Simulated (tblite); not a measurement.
## Run report: CH$_{8}$AsSSi$_{2}$, frequency calculation

- system: CH$_{8}$AsSSi$_{2}$, multiplicity 2
- method: GFN2-xTB harmonic vibrations, gas phase (tblite 0.8.0)

It belongs to a series of runs on one base structure; here: H removed from Si.

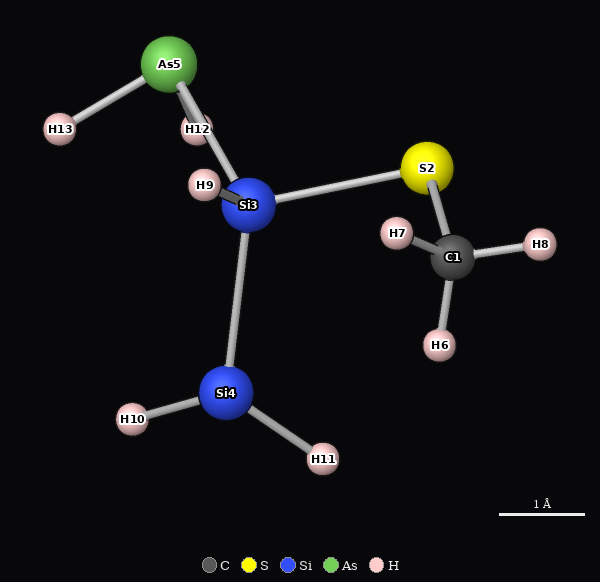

**Figure 1.** The structure (ball-and-stick view, seen at a tilt; atoms are numbered from 1 in the order of the input). Bond lengths as drawn: As–H 1.50 to 1.51 Å, As–Si 2.34 Å, C–H 1.09 Å, C–S 1.81 Å, H–Si 1.47 to 1.48 Å, Si–Si 2.30 Å and S–Si 2.17 Å.

**Results in brief**

- outcome: converged
- total energy: −415.0176 eV
- zero-point energy: 48.0670 kcal/mol
- hardware: 1 CPU thread, shared host
- peak memory: 0.18 GiB

**Input file**
```
{"job": {"kind": "ir", "xc": "GFN2-xTB", "basis": "xTB"}, "charge": 0, "multiplicity": 2}
C      2.374208    -0.743231    -0.041028
S      1.415505     0.303630    -1.160052
Si    -0.289790     0.675002     0.134672
Si    -1.370573    -1.307445     0.568320
As    -1.474370     2.523036    -0.690161
H      1.824921    -1.657972     0.163574
H      2.570879    -0.205815     0.881973
H      3.308271    -0.974384    -0.543175
H      0.382754     1.131578     1.376509
H     -2.827684    -1.215144     0.730332
H     -1.141696    -2.473110    -0.297553
H     -2.320109     1.649850    -1.570864
H     -2.456706     2.294493     0.429725
```

The first line tells a small driver script what to run in tblite; the rest is the geometry in Å.

Command:
```bash
OMP_NUM_THREADS=1 python <driver script> task.json out
```

**Output**
```
mode    cm-1     km/mol
  1      53.5      2.52
  2      76.9      0.84
  3      83.5      3.72
  4      94.3      0.46
  5     108.7      0.55
  6     119.8      5.80
  7     146.5      4.45
  8     181.0      1.43
  9     323.6      8.51
 10     381.6     24.49
 11     397.9      5.51
 12     477.5     24.32
 13     509.8     34.97
 14     590.2    193.20
 15     648.8    109.82
 16     678.5     73.33
 17     712.3     89.44
 18     739.0     16.19
 19     799.4    254.59
 20     953.4      0.23
 21     962.1      5.00
 22    1018.0    161.03
 23    1329.3      0.59
 24    1457.0      4.85
 25    1462.2      7.81
 26    1885.7    661.38
 27    1917.2    520.00
 28    2036.9    283.79
 29    2187.6    154.31
 30    2199.0    416.26
 31    3017.1      8.78
 32    3023.8     10.70
 33    3051.0      3.58
```

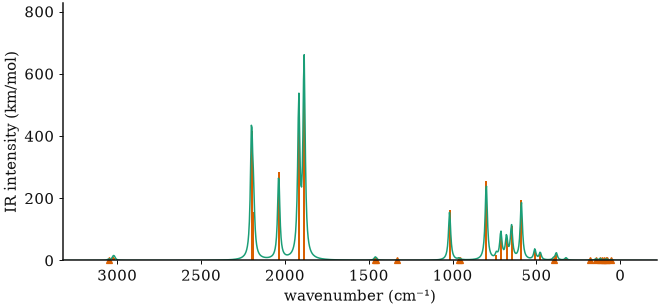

**Figure 2.** Harmonic infrared spectrum, unscaled: sticks (degenerate modes added up, dark ones marked on the axis) with a Lorentzian envelope of 16 cm⁻¹ full width, scaled to the tallest stick. 33 modes from 54 to 3051 cm⁻¹, none imaginary. The strongest line is at 1886 cm⁻¹ (661 km/mol).
